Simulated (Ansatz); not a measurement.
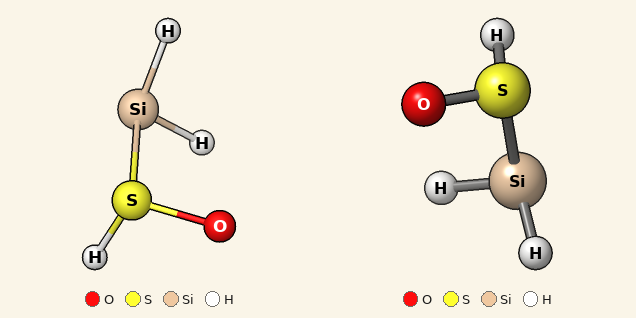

The same structure drawn twice, from different directions.

The species is neutral and a spin doublet.

> Give the formula.

H3OSSi, 6 atoms: 3 hydrogen, 1 oxygen, 1 sulfur and 1 silicon.

> Count the bonded pairs by element.

2 Si–H, 1 O–S, 1 S–Si, 1 S–H. Sticks follow a distance rule.

> Which point group does it belong to?

C1.

> How many sets of symmetry-equivalent atoms are there?

6: 1 O, 1 S, 1 Si, 1 H, 1 H, 1 H.

The parts below concern this one geometry. Atoms keep their numbers from picture to picture. The computed structure is the end point of a PBE0-D4/def2-TZVP optimisation. No frequency run is at hand to confirm it as a minimum.

**Geometry**

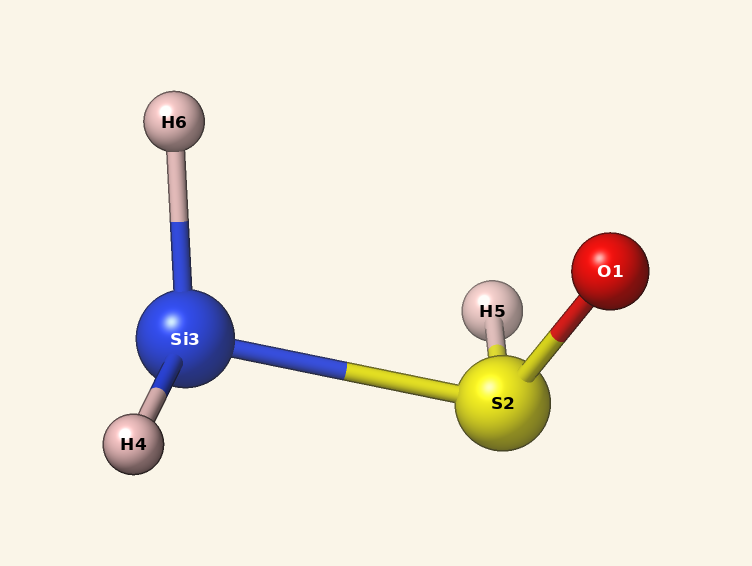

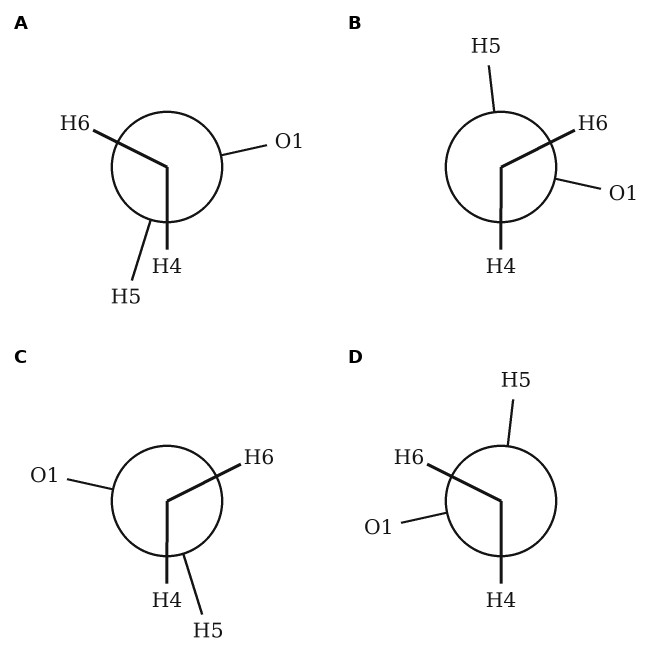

Atoms fade into the background with distance from the viewer. Bonds that would overlap in a projection are set slightly apart. No frequency run is at hand to confirm it as a minimum.

> Which Newman projection shows the view along Si3–S2, with Si3 in front?

B. The torsion angle H4–Si3–S2–O1 is −78°, synclinal (gauche).

**Charges**

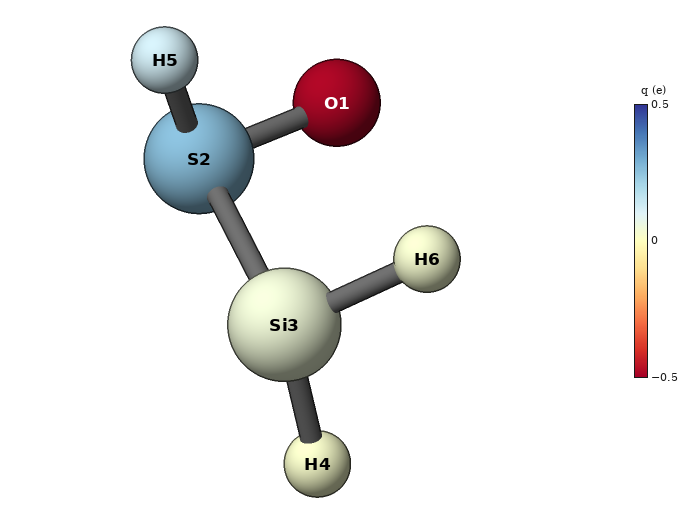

Atoms are coloured by their Mulliken charges. No frequency run is at hand to confirm it as a minimum. Level of theory: UKS PBE0-D4/def2-TZVP (Ansatz 0.2.0).

> Which atom carries the highest charge (most positive or least negative)?

S2 (0.26 e).

> And the lowest?

O1 (−0.48 e).

Give the Mulliken charges atom by atom.

```json
{"atom": "O1", "value (e)": "−0.48"}
{"atom": "S2", "value (e)": "0.26"}
{"atom": "Si3", "value (e)": "0.05"}
{"atom": "H4", "value (e)": "0.02"}
{"atom": "H5", "value (e)": "0.13"}
{"atom": "H6", "value (e)": "0.03"}
```

**Electronic properties**

No frequency run is at hand to confirm it as a minimum. Level of theory: UKS PBE0-D4/def2-TZVPP (Ansatz 0.2.0).

Predict the main results.

- HOMO energy (Kohn–Sham orbital): −6.69 eV
- ⟨S²⟩ of the determinant: 0.756

**Dipole moment**

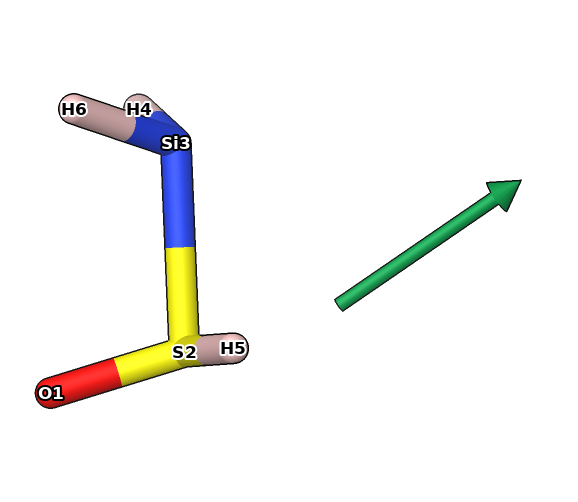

The arrow beside the molecule shows the direction of the dipole moment, from the negative to the positive end (its length means nothing). No frequency run is at hand to confirm it as a minimum. Method: UKS PBE0-D4/def2-TZVP (Ansatz 0.2.0).

> Estimate the dipole moment.

3.16 D; it points from the side of O1 to the side of Si3 (the outermost atoms at the two ends).

Mulliken values depend strongly on the basis set and can even reverse the polarity of a bond.
